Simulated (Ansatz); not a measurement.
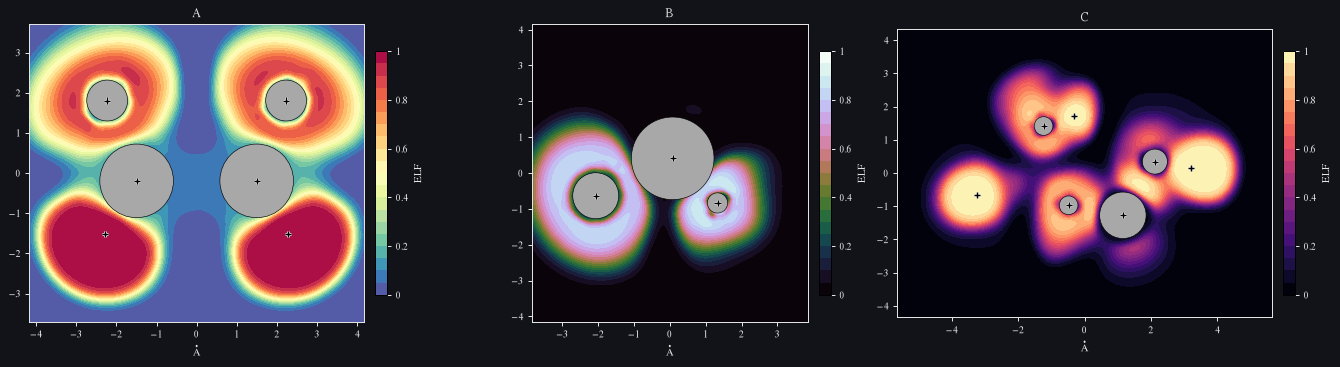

The ELF of 3 systems, each on a plane through atoms (crosses mark nuclei in the plane; grey discs cover the cores).

The calculation used Ansatz 0.2.0, isolated molecule in a Gaussian basis; Kohn-Sham density functional theory, functional PBE0.

System 1: BrH₃O₃Ti, the plane of atoms Br1, Ti5 and O4. Geometry: PBE0-D4/def2-SVP.

```xyz
8

Br    0.3783    1.1455   -2.3859
O    -0.6843    1.3438    0.8398
O     1.5378   -0.4393    0.3920
O    -1.1164   -1.2067   -0.4352
Ti    0.0035    0.1431   -0.2531
H    -1.5758    1.5025    1.1652
H     2.1393   -0.1021    1.0630
H    -0.9982   -2.1614   -0.4554
```

System 2: C₂H₁₁BO₂Si, the plane of atoms Si6, C1 and H7. Geometry: PBE0-D4/def2-SVP.

```xyz
17

C    -0.6808    2.4757    0.5664
C    -0.3155   -2.4962   -0.4088
B    -0.3038   -0.9953    0.0966
O    -0.2189    0.0041   -0.9019
O    -2.0424   -0.7714    0.6431
Si    0.3681    1.5446   -0.6886
H    -0.3297    3.5140    0.6791
H    -0.6174    2.0027    1.5605
H    -1.7371    2.5221    0.2531
H     1.7899    1.5270   -0.2260
H     0.2903    2.2368   -2.0090
H     0.2338   -0.7424    1.1729
H     0.7073   -2.7714   -0.7177
H    -0.6227   -3.2104    0.3704
H    -0.9581   -2.6400   -1.2947
H    -2.0832    0.1069    1.0464
H    -2.5104   -0.6811   -0.2002
```

System 3: Cl₂F₂Ga₂H₂ (SMILES [Cl][GaH-]1[F+][GaH-]([Cl])[F+]1), the plane of atoms Cl1, Ga5 and H7. Geometry: PBE0-D4/def2-SVP.

```csv
atom,x (Å),y (Å),z (Å)
Cl,0.0814,2.3267,1.7194
Cl,-2.8542,-0.4560,-0.1483
F,0.0941,0.6196,-1.0709
F,0.2244,-0.8344,0.8905
Ga,1.0996,0.8564,0.5618
Ga,-0.8704,-1.0110,-0.6916
H,2.6108,0.6695,0.3228
H,-0.3856,-2.1708,-1.5836
```

Match each panel to its system.

Answer. Panel A is system 3, Cl₂F₂Ga₂H₂: the plane holds Cl, Ga and H. Ga–Cl (2.13 Å): the ELF peaks at about 0.85 in the valence shell of Cl, 0.8 Å from its nucleus, and is about 0.55 at the midpoint. Panel B is system 1, BrH₃O₃Ti: the plane holds Br, O and Ti. Ti–O (1.76 Å): the ELF peaks at about 0.85 in the valence shell of O, 0.5 Å from its nucleus, and is about 0.25 at the midpoint. Panel C is system 2, C₂H₁₁BO₂Si: the plane holds C, O, Si and H. Si–O (1.66 Å): the ELF peaks at about 0.85 between the atoms, as expected for a polar covalent bond.
